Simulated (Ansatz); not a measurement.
A series of calculations on C$_{3}$H$_{3}$FO

## 1. Relaxation

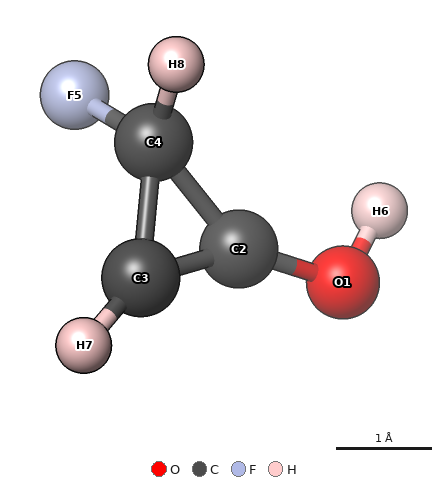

Starting structure of C3H3FO. Style: ball-and-stick. Shown at a tilt.

The run prepares an end point of a later path (torsion) calculation, from a guessed geometry.

Theory: RKS PBE-D4/cc-pVDZ in Ansatz 0.2.0.

The input:
```yaml
crystal:
  periodic: [false, false, false]
  atoms:
    - { symbol: O, position_ang: [-0.72486, 1.6212, 0.58194] }
    - { symbol: C, position_ang: [-0.05096, 0.51495, 0.32472] }
    - { symbol: C, position_ang: [1.01463, -0.23206, 0.46861] }
    - { symbol: C, position_ang: [-0.06822, -0.77385, -0.39356] }
    - { symbol: F, position_ang: [0.09541, -0.75077, -1.77816] }
    - { symbol: H, position_ang: [-1.56663, 1.63197, 0.10711] }
    - { symbol: H, position_ang: [1.99454, -0.3849, 0.84195] }
    - { symbol: H, position_ang: [-0.6939, -1.62652, -0.1526] }
basis:
  gaussian: { orbitals: cc-pVDZ }
hamiltonian:
  xc: pbe
  dispersion: d4
relax:
  f_tol: 0.015
  max_steps: 40
```

Run as
```bash
ansatz run input.yaml --threads 1 --pin off --max-ram 2048MiB --backend cpu --events-out ev --progress --plain --runs-dir out
```

### Where does the relaxation end?

After 5 geometry steps the energy has fallen by 7.91 kJ/mol. The largest force component goes from 1.2 to 0.014 eV/Å. O1 moves most after the best rigid fit: 0.047 Å. By element the largest moves are O 0.047 Å, F 0.044 Å, H 0.037 Å, C 0.033 Å. Among the contacts that change: C3–H7 1.060 → 1.092 Å, C4–H8 1.085 → 1.109 Å, O1–C2 1.321 → 1.341 Å, C4–F5 1.394 → 1.411 Å. Bond angles that change, for instance: C2–O1–H6 111.0° → 107.1°, O1–C2–C3 150.7° → 146.8°, O1–C2–C4 145.1° → 148.6°. The run took 25 s on 1 thread of Intel(R) Xeon(R) Platinum 8259CL CPU @ 2.50GHz (Skylake/Cascade Lake), with other jobs on the host, peak memory 0.14 GiB.

The structure at the end:

```xyz
8

O    -0.7060    1.6637    0.5863
C    -0.0771    0.5128    0.3051
C     1.0116   -0.2227    0.4650
C    -0.0711   -0.7710   -0.4118
F     0.1050   -0.7778   -1.8118
H    -1.5790    1.6314    0.1424
H     2.0112   -0.3874    0.8738
H    -0.6946   -1.6491   -0.1490
```

## 2. Relaxation

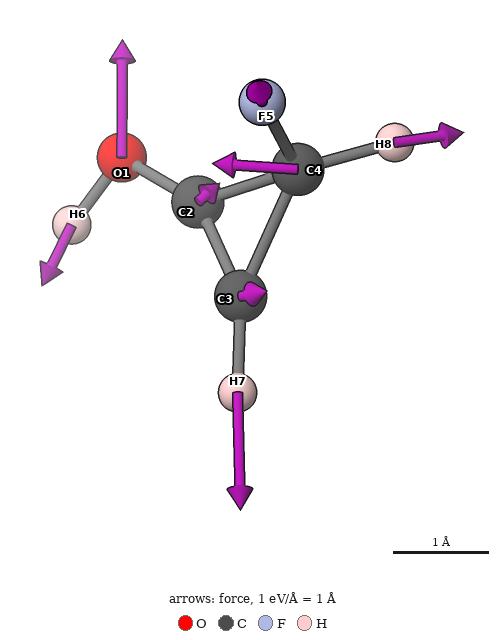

Starting geometry of C3H3FO with the computed forces as purple arrows. Style: ball-and-stick. Shown from a free direction.

The run prepares an end point of a later path (torsion) calculation, from a guessed geometry.

Computed with RKS PBE-D4/cc-pVDZ in Ansatz 0.2.0. (no spin polarisation; force threshold 0.015 eV/Å; at most 40 steps)

Is this structure relaxed? If not, where do the atoms go?

Answer. It isn't relaxed: the largest force vector, on H atoms, is 1.30 eV/Å. The final displacements follow the starting forces only in part (cosine between the two patterns 0.58). After 4 geometry steps the energy has fallen by 7.70 kJ/mol. The largest force component goes from 0.96 to 0.011 eV/Å. H7 moves most after the best rigid fit: 0.060 Å. Largest moves by element: H 0.060 Å, O 0.057 Å, F 0.034 Å, C 0.026 Å. Among the contacts that change: C3–H7 1.060 → 1.093 Å, C4–H8 1.085 → 1.108 Å, O1–C2 1.321 → 1.339 Å, C2–C3 1.309 → 1.327 Å. Among the angles between lasting bonds that change: C2–O1–H6 111.0° → 107.4°, O1–C2–C4 145.1° → 142.7°. Cost: 18 s on 1 thread of Intel(R) Xeon(R) Platinum 8259CL CPU @ 2.50GHz (Skylake/Cascade Lake) (shared host), peak memory 0.14 GiB.

## 3. Path

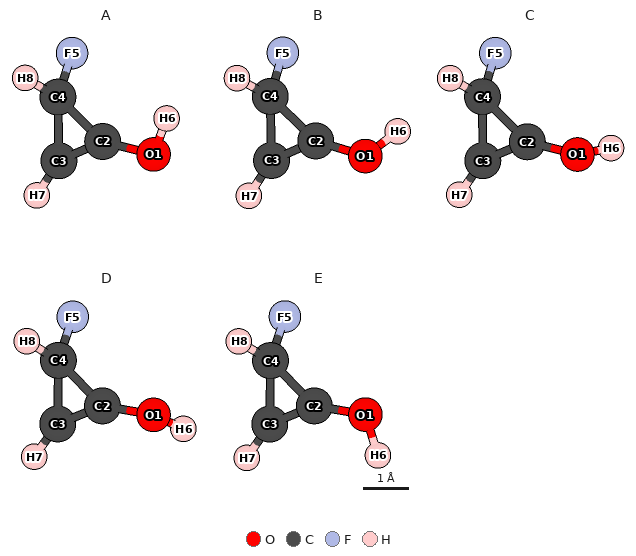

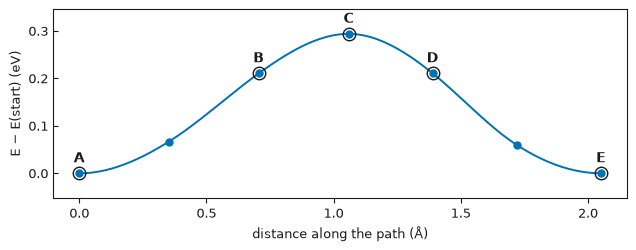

A nudged-elastic-band calculation for C$_{3}$H$_{3}$FO. Images are numbered from 0 (start) to 6 (end). Frames A to E are images 0, 2, 3, 4, 6. The picture is a ball-and-stick view, seen at a tilt.

These are results of RKS PBE-D4/cc-pVDZ in Ansatz, not measurements.

Input file:
```yaml
crystal:
  periodic: [false, false, false]
  atoms:
    - { symbol: O, position_ang: [-0.70605, 1.663712, 0.586351] }
    - { symbol: C, position_ang: [-0.077097, 0.512831, 0.305159] }
    - { symbol: C, position_ang: [1.011639, -0.222753, 0.464965] }
    - { symbol: C, position_ang: [-0.071095, -0.770941, -0.41188] }
    - { symbol: F, position_ang: [0.104993, -0.777671, -1.811819] }
    - { symbol: H, position_ang: [-1.578976, 1.63142, 0.1425] }
    - { symbol: H, position_ang: [2.011233, -0.387489, 0.873781] }
    - { symbol: H, position_ang: [-0.694636, -1.649089, -0.149047] }
basis:
  gaussian: { orbitals: cc-pVDZ }
hamiltonian:
  xc: pbe
  dispersion: d4
neb:
  order_check: false
  images: 5
  f_tol: 0.03
  max_iterations: 56
  initial_path: idpp
  final_atoms:
    - { symbol: O, position_ang: [-1.20185298, 1.40088815, 0.2437061] }
    - { symbol: C, position_ang: [-0.30482296, 0.41077532, 0.15442949] }
    - { symbol: C, position_ang: [0.86938105, -0.1405515, 0.43369361] }
    - { symbol: C, position_ang: [-0.06268738, -0.88857779, -0.47400793] }
    - { symbol: F, position_ang: [0.21506592, -0.94360468, -1.851808] }
    - { symbol: H, position_ang: [-0.79372912, 2.11930062, 0.77448429] }
    - { symbol: H, position_ang: [1.85305749, -0.12905721, 0.91023938] }
    - { symbol: H, position_ang: [-0.57440103, -1.82915292, -0.19072695] }
```

Run as
```bash
ansatz run input.yaml --threads 1 --pin off --max-ram 2048MiB --backend cpu --events-out ev --progress --plain --runs-dir out
```

Question: Read off the barrier and say what moves.

Answer: The barrier is about 0.294 eV in both directions, with image 3 at the top; the ends have the same energy. The motion is a rotation about the O1–C2 bond by about 180°. No bond forms or breaks between the ends. Bond angles that change up to the highest image, for instance: O1–C2–C4 148.6° → 146.2°. The band converged in 7 iterations. The largest component of the band force went from 1.5 to 0.014 eV/Å. The climbing image converged on the top of the path. Its vibrational analysis gives one imaginary mode (486i cm⁻¹), as a transition state must have.

The run took 110 s on 1 thread of Intel(R) Xeon(R) Platinum 8259CL CPU @ 2.50GHz (Skylake/Cascade Lake), on a shared host, peak memory 0.18 GiB.
